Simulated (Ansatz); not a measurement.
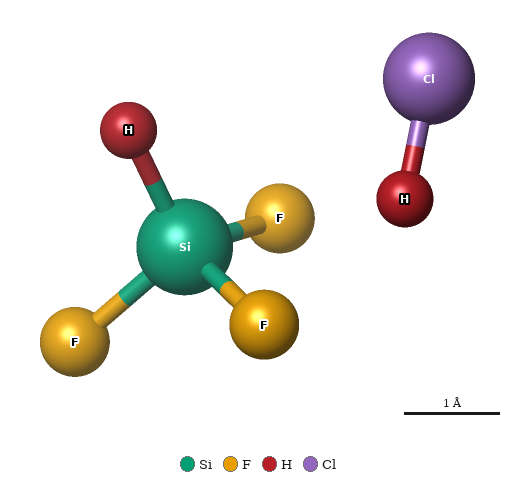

**Figure 1.** The input geometry (ball-and-stick view, seen at a tilt). Bond lengths as drawn: Cl–H 1.30 Å, F–Si 1.61 to 1.63 Å and H–Si 1.47 Å.

# SiH2ClF3: nudged elastic band

The run: nudged elastic band of SiH2ClF3. Method and program: UKS BLYP-D4/def2-SVP (Ansatz 0.2.0).

The run did not end well. One setting was made poor on purpose. It belongs to a series of runs on one base structure; here: band between the two ends.

### Input
```yaml
crystal:
  periodic: [false, false, false]
  atoms:
    - { symbol: Si, position_ang: [-0.588925, -0.64631, -0.30173] }
    - { symbol: F, position_ang: [1.041268, -0.679644, -0.256749] }
    - { symbol: F, position_ang: [-1.063437, -2.076438, -0.888803] }
    - { symbol: F, position_ang: [-1.029621, 0.496182, -1.353711] }
    - { symbol: H, position_ang: [-1.153365, -0.423014, 1.038646] }
    - { symbol: H, position_ang: [1.710292, 1.160831, 0.611809] }
    - { symbol: Cl, position_ang: [1.083887, 2.168392, 1.150537] }
magnetization:
  spin_polarized: true
basis:
  gaussian: { orbitals: def2-SVP }
hamiltonian:
  xc: blyp
  dispersion: d4
neb:
  order_check: false
  images: 7
  f_tol: 0.05
  max_iterations: 6
  final_atoms:
    - { symbol: Si, position_ang: [-0.76584302, 0.03074477, -0.30262252] }
    - { symbol: F, position_ang: [1.69630344, -0.79103843, 1.02437522] }
    - { symbol: F, position_ang: [-0.1476692, -1.03743834, -1.34821861] }
    - { symbol: F, position_ang: [-2.16152665, 0.55949385, -0.94022259] }
    - { symbol: H, position_ang: [-1.02702419, -0.54560925, 1.02735298] }
    - { symbol: H, position_ang: [1.9077642, 0.09121481, 0.76640406] }
    - { symbol: Cl, position_ang: [0.49809442, 1.69263158, -0.22706953] }
  initial_path:
    images:
      - { positions_ang: [[-0.588925, -0.64631, -0.30173], [1.041268, -0.679644, -0.256749], [-1.063437, -2.076438, -0.888803], [-1.029621, 0.496182, -1.353711], [-1.153365, -0.423014, 1.038646], [1.710292, 1.160831, 0.611809], [1.083887, 2.168392, 1.150537]] }
      - { positions_ang: [[-0.5867951, -0.539362, -0.26164817], [1.06751015, -0.70026893, -0.01422373], [-0.82373486, -1.84511106, -0.99771583], [-1.19999744, 0.51980248, -1.24944043], [-1.16682485, -0.46893, 1.04851282], [1.68205237, 0.95643449, 0.61259516], [1.02788872, 2.07743402, 0.86191918]] }
      - { positions_ang: [[-0.5846652, -0.43241399, -0.22156633], [1.09375231, -0.72089387, 0.22830155], [-0.58403272, -1.61378413, -1.10662866], [-1.37037387, 0.54342297, -1.14516987], [-1.1802847, -0.51484599, 1.05837963], [1.65381274, 0.75203798, 0.61338132], [0.97189045, 1.98647604, 0.57330137]] }
      - { positions_ang: [[-0.58253531, -0.32546599, -0.1814845], [1.11999446, -0.7415188, 0.47082682], [-0.34433058, -1.38245719, -1.2155415], [-1.54075031, 0.56704345, -1.0408993], [-1.19374455, -0.56076199, 1.06824645], [1.62557312, 0.54764147, 0.61416748], [0.91589217, 1.89551806, 0.28468355]] }
      - { positions_ang: [[-0.58040541, -0.21851799, -0.14140267], [1.14623661, -0.76214374, 0.7133521], [-0.10462845, -1.15113025, -1.32445433], [-1.71112674, 0.59066393, -0.93662874], [-1.2072044, -0.60667799, 1.07811327], [1.59733349, 0.34324497, 0.61495364], [0.8598939, 1.80456007, -0.00393427]] }
      - { positions_ang: [[-0.62676481, -0.1562023, -0.18170763], [1.28375332, -0.76936741, 0.79110788], [-0.11538863, -1.12270728, -1.3303954], [-1.82372672, 0.58287141, -0.9375272], [-1.16215935, -0.5914108, 1.06542319], [1.67494117, 0.28023743, 0.65281624], [0.76944403, 1.77657795, -0.05971808]] }
      - { positions_ang: [[-0.67312421, -0.09388661, -0.22201259], [1.42127002, -0.77659109, 0.86886366], [-0.12614882, -1.0942843, -1.33633647], [-1.9363267, 0.57507889, -0.93842566], [-1.1171143, -0.57614362, 1.05273312], [1.75254884, 0.21722989, 0.69067885], [0.67899416, 1.74859583, -0.1155019]] }
      - { positions_ang: [[-0.71948362, -0.03157092, -0.26231756], [1.55878673, -0.78381476, 0.94661944], [-0.13690901, -1.06586132, -1.34227754], [-2.04892667, 0.56728637, -0.93932413], [-1.07206924, -0.56087643, 1.04004305], [1.83015652, 0.15422235, 0.72854145], [0.58854429, 1.7206137, -0.17128571]] }
      - { positions_ang: [[-0.76584302, 0.03074477, -0.30262252], [1.69630344, -0.79103843, 1.02437522], [-0.1476692, -1.03743834, -1.34821861], [-2.16152665, 0.55949385, -0.94022259], [-1.02702419, -0.54560925, 1.02735298], [1.9077642, 0.09121481, 0.76640406], [0.49809442, 1.69263158, -0.22706953]] }
```

Command:
```bash
ansatz run input.yaml --threads 2 --pin off --max-ram 3072MiB --backend cpu --events-out ev --progress --plain --runs-dir out
```

### What the program printed
```
Engine: ansatz 0.2.0, aarch64-unknown-linux-gnu
Functional definition: BLYP
  parameter beta = 0.0042
  parameter a = 0.04918
  parameter b = 0.132
  parameter c = 0.2533
  parameter d = 0.349
  exchange = b88_x(beta = beta)
  correlation = lyp_c(a = a, b = b, c = c, d = d)
951 factors; their error is unknown
mean field evaluation 1: about -28570.1829 eV, gradient 3.8e1 eV
mean field evaluation 2: about -28557.6053 eV, gradient 7.6e1 eV
mean field evaluation 4: about -28574.5931 eV, gradient 1.2e0 eV
mean field evaluation 8: about -28574.6042 eV, gradient 3.2e-2 eV
mean field evaluation 16: about -28574.5348 eV, gradient 3.1e-5 eV
mean field -28574.53479358 eV, -1050.0947851488 hartree, gradient 3.1e-5 eV, S^2 0.000000; 0 other end points of the search recorded, 0 dependent functions left out
the calculation of the forces begins
reference -28574.53508773 eV, -1050.0947959585 hartree; 30, 30 occupied and 58, 58 virtual orbitals, 951 factors
951 factors; their error is unknown
mean field evaluation 32: about -28573.9571 eV, gradient 5.5e-5 eV
mean field -28573.95707923 eV, -1050.0735545379 hartree, gradient 5.5e-5 eV, S^2 0.000000; 0 other end points of the search recorded, 0 dependent functions left out
[... from here on the field's lines of each further geometry are left out, up to the last ...]
NEB iter   1: max|band force component| = 5.975e0 eV/Å  barrier→ = 2.1060 eV  barrier← = 1.5672 eV  Δτ_max = 0.1908 Å  (246 SCF iters)
NEB iter   2: max|band force component| = 2.868e0 eV/Å  barrier→ = 1.4780 eV  barrier← = 0.9393 eV  Δτ_max = 0.2000 Å  (226 SCF iters)
NEB iter   3: max|band force component| = 1.314e0 eV/Å  barrier→ = 1.5215 eV  barrier← = 0.9828 eV  Δτ_max = 0.1937 Å  (226 SCF iters)
NEB iter   4: max|band force component| = 1.191e0 eV/Å  barrier→ = 1.3909 eV  barrier← = 0.8522 eV  Δτ_max = 0.2000 Å  (214 SCF iters)
NEB iter   5: max|band force component| = 1.511e0 eV/Å  barrier→ = 1.3281 eV  barrier← = 0.7894 eV  Δτ_max = 0.1001 Å  (212 SCF iters)
the calculation of the forces begins
reference -28573.57283897 eV, -1050.0594339690 hartree; 30, 30 occupied and 58, 58 virtual orbitals, 951 factors
these checks for a lower state are left out or cut short: starts, cluster_reference, orbital_swaps, neighbouring_geometries, increment
951 factors; their error is unknown
mean field -28573.86720809 eV, -1050.0702518344 hartree, gradient 8.0e-6 eV, S^2 0.000000; 0 other end points of the search recorded, 0 dependent functions left out
the calculation of the forces begins
reference -28573.86748061 eV, -1050.0702618493 hartree; 30, 30 occupied and 58, 58 virtual orbitals, 951 factors
NEB iter   6: max|band force component| = 3.793e-1 eV/Å  barrier→ = 1.3004 eV  barrier← = 0.7617 eV  CI = image 5  Δτ_max = 0.1443 Å  (208 SCF iters)
```

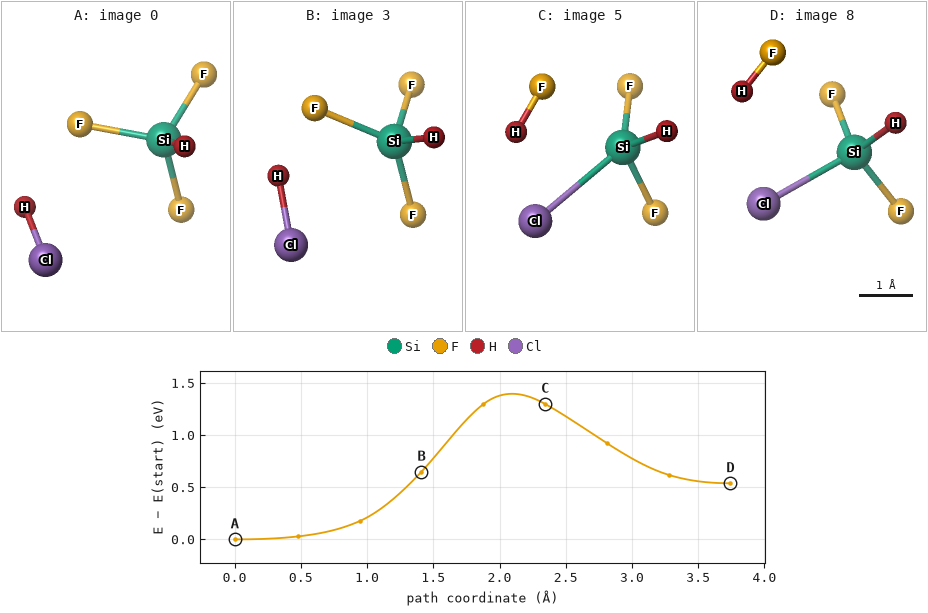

**Figure 2.** Images of the last band (counted from 0; ball-and-stick, seen at a tilt) above the energy along the path; the line is a cubic interpolation that uses the forces. The highest image is number 5, 1.300 eV above the start and 0.762 eV above the end (the climbing image); the end lies 0.539 eV above the start. The path is 3.74 Å long. The band had not converged after 6 iterations.

```
Unfinished report: {"positions_ang":[[-0.5139055973281105,-0.16128797791934266,-0.17587059486419984],[1.343165059422048,-0.6635106215157642,0.4483763323013934],[-0.30745488307519636,-1.45765300826192,-1.1509340259009635],[-1.542044104438461,0.6852565264248397,-1.1097999841251633],[-1.149931015319132,-0.5516516624758262,1.0987561626554023],[1.5385552541993595,0.34589888608635827,0.5807061130944515],[0.6317142965394932,1.802946857661655,0.3087649968390796]],"unchecked":["starts","cluster_reference","orbital_swaps","neighbouring_geometries","increment"],"mean_field":{"relativity":"none","state":{"energy":{"ev":-28573.20175854451,"hartree":-1050.045797014744},"converged":true,"gradient_ev":8.515658448285054e-6,"stability":{"kind":"minimum","curvature_ev":21.17652784175189},"curvature_floor_ev":0.00030000000000000003,"spin_squared":-3.552713678800501e-15},"others":[],"fillings":{"estimated":0,"unestimated":0,"tried":0,"untried":0,"excluded_magnetic_sites":0},"n_dropped_functions":0,"n_trapped_functions":0,"passes":{"evaluations":4,"products":26},"factors":{"origin":"density fitting in generated functions","count":951,"bound_ev":null},"gradient_stop_ev":0.00009,"reference_kind":"stationary","functional":{"name":"BLYP","citations":["Becke, Phys. Rev. A 38, 3098 (1988) doi:10.1103/PhysRevA.38.3098","Lee, Yang & Parr, Phys. Rev. B 37, 785 (1988) doi:10.1103/PhysRevB.37.785"],"text":"name \"BLYP\"\ncite \"Becke, Phys. Rev. A 38, 3098 (1988) doi:10.1103/PhysRevA.38.3098\"\ncite \"Lee, Yang & Parr, Phys. Rev. B 37, 785 (1988) doi:10.1103/PhysRevB.37.785\"\nparameter beta = 0.0042\nparameter a = 0.04918\nparameter b = 0.132\nparameter c = 0.2533\nparameter d = 0.349\nexchange = b88_x(beta = beta)\ncorrelation = lyp_c(a = a, b = b, c = c, d = d)\n","parameters":{"a":{"value":0.04918,"default":0.04918},"b":{"value":0.132,"default":0.132},"beta":{"value":0.0042,"default":0.0042},"c":{"value":0.2533,"default":0.2533},"d":{"value":0.349,"default":0.349}},"final_grid":{"core_spheres":13.0,"valence_spheres":11.0,"degree":36.0},"final_grid_parameter_source":"default","radial_points_factor":1.0,"radial_grid_error_ev":9.346635839739679e-7,"grid_sensitivity":"normal","grid_sensitivity_ratio":0.0018663373341989008},"unsmoothed_excess_ev":-0.00027154250653416823,"symmetry":{"irreps":["A"],"axes":[[0.9993866815064714,0.03040822927217784,0.01736664676940527],[-0.030753680637748023,0.9993272072439097,0.019983593003240024],[-0.016747296937536824,-0.020505425004578855,0.9996494663584168]],"occupied":[{"A":30},{"A":30}]},"density_repulsion":{"missed_ev":0.00007032107252135717,"excess_ev":0.00007032103783621353,"most_excess_ev":0.00078,"are_drawn_again":false,"n_first_factors":951,"energy_change_ev":0.0,"n_dropped_ends":0},"direct_passes":"host"},"factors":{"origin":"density fitting in generated functions","count":951,"bound_ev":null},"n_frozen":0,"n_occupied":[30,30],"n_virtual":[58,58],"reference":{"ev":-28573.20175854451,"hartree":-1050.045797014744},"dispersion":{"energy":{"ev":-0.3168109935675395,"hartree":-0.01164258927140287},"switches_in_reach":[]},"total":{"ev":-28573.51856953808,"hartree":-1050.0574396040154},"forces_ev_per_angstrom":[[-0.01961285404944365,0.2643508101728392,0.07960722600358301],[0.21709043662136834,-0.0025749379002493623,0.16699061364636786],[0.13485673786934949,0.22399325733966935,0.01632917248083161],[-0.2498311288173401,0.0026683008018804346,-0.06272990904415301],[0.03444269776723349,0.03892663904912867,-0.038421595941551805],[0.12950982934096122,-0.3716219517323081,0.04709751240139157],[-0.24645571873066957,-0.15574211771979551,-0.20887301955596874]],"charge_distribution":{"dipole_moment_e_ang":[0.20756982667839816,-0.002442437590333654,0.32448872503153675],"mulliken_charges_e":[0.8899367947217325,-0.1965916724593253,-0.28341669427302385,-0.27877567486743615,-0.08494233281243768,0.23796009870098955,-0.2841705190105088],"lowdin_charges_e":[0.03988164078366552,0.13523480697911872,-0.007842290675849739,-0.00415056253894619,-0.09060427069039712,-0.09971212271674479,0.02719279885911874]},"n_threads":2,"memory_gib":2.556818182580173,"seconds":{"hamiltonian":2.159385522,"orbitals":0.0,"second_order":0.0,"solver_start":0.0,"cycles":0.0,"cycle":0.0,"perturbative":0.0,"full_ci_increment":0.0,"forces":0.0}}
this run last wrote the band of iteration 6 to [file]
Error: NEB band did not converge after 6 iterations: max|band force component| = 3.79e-1 eV/Å (threshold 5.0e-2); raise `neb.max_iterations` in a new run, which can start from the last band evaluated (`neb.initial_path`, with `crystal.atoms` and `neb.final_atoms` set to its first and last images), add images, or start from endpoints closer to local minima. Where this run's directory can be resumed (`checkpoint.write`), a resume goes on for up to `neb.max_iterations` more; to start a new run from the last band, take its images' positions from the `neb_iteration` event of iteration 6 (`data.images[].positions_ang`), in the event stream of the run that computed that iteration (not this run's, if it was resumed behind it). With `checkpoint.write`, `steps/00-neb/state/checkpoint.json` in the run directory holds the last saved band, under `neb.evaluated.images[].positions_ang` (a band under a hybrid functional on support functions is neither saved nor resumed: `neb.initial_path` says where its path is): check the last entry of `neb.iterations` there, which is earlier than 6 if that iteration was not saved or its write failed. If the band's step has no `state` directory and holds `state.next`, a write was cut short, and the file is under `state.next` instead (behind a loss of power it can be under `state.prev`)
this run wrote the band of iteration 6 to [file] as well, whether or not its events were kept: a new run's `neb.initial_path` can list its `images[].positions_ang`
a run's events are kept only if it was started with --events-out <file>, and are in that file
```

### The last band as extended XYZ (Å, eV, eV/Å)
```
7
Properties=species:S:1:pos:R:3:forces:R:3 image=0 energy=-28574.81870
Si   -0.5889   -0.6463   -0.3017    0.0149   0.0148   0.0071
F     1.0413   -0.6796   -0.2567   -0.0072  -0.0014  -0.0019
F    -1.0634   -2.0764   -0.8888   -0.0031  -0.0079  -0.0029
F    -1.0296    0.4962   -1.3537   -0.0036  -0.0039  -0.0021
H    -1.1534   -0.4230    1.0386   -0.0023  -0.0018  -0.0023
H     1.7103    1.1608    0.6118   -0.0011   0.0008   0.0010
Cl    1.0839    2.1684    1.1505    0.0025  -0.0006   0.0011
7
Properties=species:S:1:pos:R:3:forces:R:3 image=1 energy=-28574.79019
Si   -0.5790   -0.6323   -0.2422    0.0134  -0.0169   0.0210
F     1.0451   -0.7052   -0.0633   -0.0528   0.0222  -0.0759
F    -0.9708   -1.9815   -1.0358   -0.0964  -0.1501  -0.0227
F    -0.9848    0.6064   -1.1931    0.0857  -0.0068   0.0071
H    -1.2381   -0.5668    1.0729   -0.0063   0.0005  -0.0153
H     1.6578    1.0803    0.5662   -0.0104   0.1091   0.0182
Cl    1.0698    2.1990    0.8953    0.0667   0.0422   0.0675
7
Properties=species:S:1:pos:R:3:forces:R:3 image=2 energy=-28574.64328
Si   -0.5609   -0.5978   -0.1946   -0.1145  -0.1275  -0.0643
F     1.0498   -0.6952    0.1158   -0.0758  -0.0382  -0.1714
F    -0.7965   -1.8734   -1.1570   -0.2036  -0.1793   0.0721
F    -1.0329    0.6799   -1.0616    0.2102  -0.0816   0.0037
H    -1.2740   -0.6344    1.0941   -0.0561  -0.1143  -0.0591
H     1.5499    0.9509    0.5649    0.0285   0.3853   0.0254
Cl    1.0648    2.1699    0.6383    0.2114   0.1556   0.1935
7
Properties=species:S:1:pos:R:3:forces:R:3 image=3 energy=-28574.16935
Si   -0.5183   -0.4768   -0.1747    0.1342  -0.4427  -0.0146
F     1.1086   -0.6882    0.2299   -0.4537  -0.2065  -0.3622
F    -0.5886   -1.7387   -1.1802   -0.3559  -0.3633  -0.0491
F    -1.1977    0.6946   -1.0671    0.3715  -0.0655   0.0566
H    -1.2222   -0.5742    1.1118   -0.1243  -0.1101  -0.0124
H     1.4820    0.7770    0.5604    0.0125   0.9173   0.0756
Cl    0.9361    2.0063    0.5199    0.4157   0.2707   0.3061
7
Properties=species:S:1:pos:R:3:forces:R:3 image=4 energy=-28573.52161
Si   -0.4882   -0.3179   -0.1691    0.3014  -0.2074   0.0578
F     1.2076   -0.6694    0.3349   -0.3741  -0.3158  -0.2439
F    -0.4186   -1.5878   -1.1768   -0.1772  -0.2361  -0.0993
F    -1.3666    0.6947   -1.0951    0.1781  -0.0117   0.0321
H    -1.1823   -0.5536    1.1026   -0.0842  -0.0264   0.0484
H     1.4583    0.5635    0.5630   -0.1517   0.8987   0.0224
Cl    0.7897    1.8706    0.4405    0.3078  -0.1013   0.1825
7
Properties=species:S:1:pos:R:3:forces:R:3 image=5 energy=-28573.51830
Si   -0.5139   -0.1613   -0.1759   -0.0196   0.2644   0.0796
F     1.3432   -0.6635    0.4484    0.2171  -0.0026   0.1670
F    -0.3075   -1.4577   -1.1509    0.1349   0.2240   0.0163
F    -1.5420    0.6853   -1.1098   -0.2498   0.0027  -0.0627
H    -1.1499   -0.5517    1.0988    0.0344   0.0389  -0.0384
H     1.5386    0.3459    0.5807    0.1295  -0.3716   0.0471
Cl    0.6317    1.8029    0.3088   -0.2465  -0.1557  -0.2089
7
Properties=species:S:1:pos:R:3:forces:R:3 image=6 energy=-28573.89492
Si   -0.6047   -0.0658   -0.2019   -0.1554   0.2165   0.0184
F     1.4820   -0.7203    0.6064    0.2742  -0.0455   0.2788
F    -0.1957   -1.3090   -1.1679    0.1594   0.2870  -0.0755
F    -1.7595    0.6534   -1.0886   -0.3320  -0.0379  -0.0020
H    -1.1370   -0.5409    1.0912    0.0038   0.0289  -0.0396
H     1.6669    0.2312    0.6239    0.1962  -0.3209   0.1007
Cl    0.5479    1.7513    0.1368   -0.1462  -0.1281  -0.2807
7
Properties=species:S:1:pos:R:3:forces:R:3 image=7 energy=-28574.19912
Si   -0.7051   -0.0021   -0.2408   -0.0874   0.0783   0.0129
F     1.6159   -0.7765    0.8002    0.1235  -0.0521   0.1704
F    -0.1113   -1.1516   -1.2127    0.0658   0.1625  -0.0717
F    -1.9803    0.6016   -1.0412   -0.1749  -0.0403   0.0164
H    -1.1266   -0.5285    1.0715    0.0023   0.0128  -0.0304
H     1.7929    0.1460    0.6602    0.0998  -0.1079   0.0514
Cl    0.5147    1.7111   -0.0372   -0.0292  -0.0533  -0.1490
7
Properties=species:S:1:pos:R:3:forces:R:3 image=8 energy=-28574.27997
Si   -0.7658    0.0307   -0.3026   -0.0011  -0.0017   0.0036
F     1.6963   -0.7910    1.0244    0.0006  -0.0027   0.0010
F    -0.1477   -1.0374   -1.3482    0.0004  -0.0034  -0.0035
F    -2.1615    0.5595   -0.9402   -0.0021   0.0016  -0.0008
H    -1.0270   -0.5456    1.0274    0.0009   0.0009  -0.0009
H     1.9078    0.0912    0.7664   -0.0009   0.0039  -0.0002
Cl    0.4981    1.6926   -0.2271    0.0022   0.0015   0.0009
```

### What the run reported

| quantity | value |
| --- | --- |
| outcome | not converged |
| barrier, forward (band not converged) | 1.300 eV |
| barrier, backward | 0.762 eV |
| hardware | 2 threads of Arm Neoverse V1, 24 GiB of memory available, shared host |
| wall time | 93 s (CPU time 3 min) |
| peak memory | 0.15 GiB |

### Diagnosis

The run did not converge: “NEB band did not converge after 6 iterations: max|band force component| = 3.79e-1 eV/Å (threshold 5.0e-2); raise `neb.max_iterations` in a new run, which can start from the last band evaluated (`neb.initial_path`, with `crystal.atoms` and `neb.final_atoms` set to its first and last images), add images, or start from endpoints closer to local minima …” Its last values are not results. A deliberately poor setting: few iterations.
